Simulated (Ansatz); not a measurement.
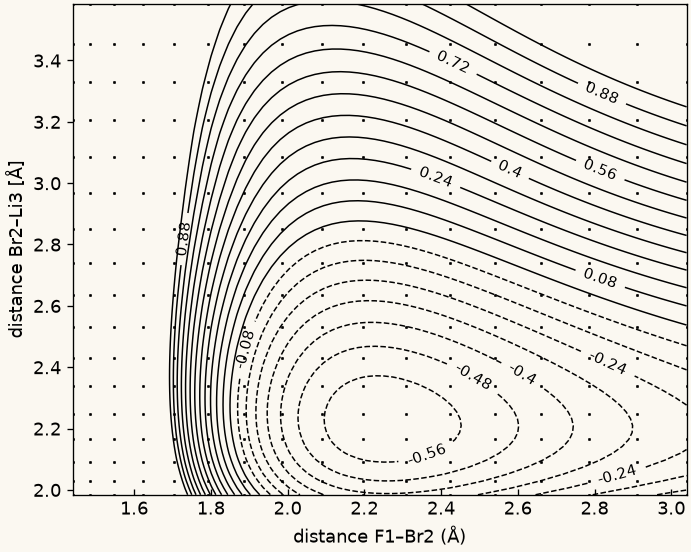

Energy landscape of the system F + BrLi, spin multiplicity 2. Coordinates scanned: (1) distance F1–Br2; (2) distance Br2–Li3. Nothing is relaxed (the angle F1–Br2–Li3 is fixed at 180 degrees). The grid has 17 × 17 points. Points are written as (first, second). Energies are in eV, from F far from the relaxed BrLi (each part in its own basis). Computed with Ansatz 0.2.0, UKS PBE0-D4/def2-SVPD.

Drawn: contour lines labelled in eV (none above 0.96), dots at the grid points. Between grid points the surface is interpolated. 

**What does the map say about the system?**

The lowest grid point is at (2.197 Å, 2.248 Å), −0.61 eV from F far from the relaxed BrLi (each part in its own basis). No other kind of well shows on this grid. The highest grid point, (1.440 Å, 1.984 Å), lies 6.02 eV above the lowest.

Grid values (eV):

```
distance Br2–Li3 ↓, distance F1–Br2 →  1.484  1.622  1.793  1.986  2.197  2.423  2.661  2.911
                                3.584   3.60   1.90   1.08   0.82   0.80   0.93   1.11   1.29
                                3.329   3.57   1.82   0.93   0.58   0.53   0.64   0.81   0.99
                                3.085   3.56   1.75   0.76   0.34   0.25   0.34   0.51   0.68
                                2.852   3.57   1.69   0.60   0.09  −0.03   0.05   0.21   0.36
                                2.634   3.60   1.64   0.43  −0.15  −0.30  −0.23  −0.09   0.06
                                2.431   3.67   1.62   0.31  −0.33  −0.51  −0.46  −0.32  −0.18
                                2.248   3.82   1.69   0.28  −0.41  −0.61  −0.57  −0.44  −0.31
                                2.091   4.09   1.87   0.39  −0.33  −0.55  −0.52  −0.40  −0.27
                                1.984   4.38   2.12   0.59  −0.15  −0.38  −0.35  −0.23  −0.10
```

The table holds every second grid line.

The whole map (289 points run) took 20 min on 1 thread of Intel(R) Xeon(R) 6975P-C (Granite Rapids), on a shared host.
